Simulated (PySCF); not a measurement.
C4H12O2Si2, SMILES COC(=O)[SiH2][SiH2]CC at its GFN2-xTB optimised geometry (Å):

```
20

C      1.0363    -2.8498     2.9317
C      1.3697    -1.4233     3.3568
Si     2.6472    -0.5907     2.2075
Si     1.9324    -0.6426     0.0000
C      0.0193    -0.6426     0.0000
O     -0.6980    -1.6120     0.0596
O     -0.4446     0.6142     0.0000
C     -1.8556     0.7888     0.0644
H      0.5706    -2.8619     1.9483
H      0.3449    -3.3111     3.6354
H      1.9359    -3.4607     2.8927
H      1.7413    -1.4322     4.3836
H      0.4495    -0.8345     3.3704
H      2.8622     0.7780     2.7049
H      3.9317    -1.2897     2.3704
H      2.3134    -1.8446    -0.7497
H      2.3117     0.5231    -0.8035
H     -2.0293     1.8446     0.2560
H     -2.3134     0.4915    -0.8813
H     -2.2727     0.1747     0.8655
```

Level of theory: CAM-B3LYP/def2-SVP (PySCF 2.14.0). Cells within 0.4 Å of a nucleus heavier than hydrogen are left out (blank, or x).

Map of the log10 of the electron density (e/bohr³), floored at −4 on the plane z = 0.0 Å:

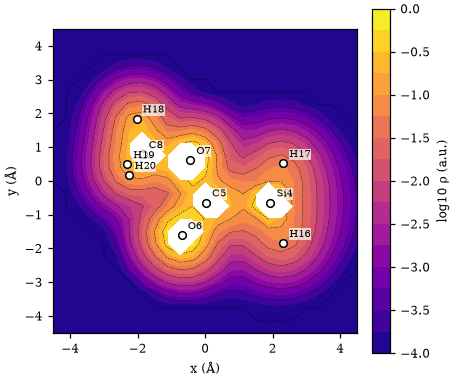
Log10 of the electron density (e/bohr³), floored at −4 on the plane z = 0.0 Å.
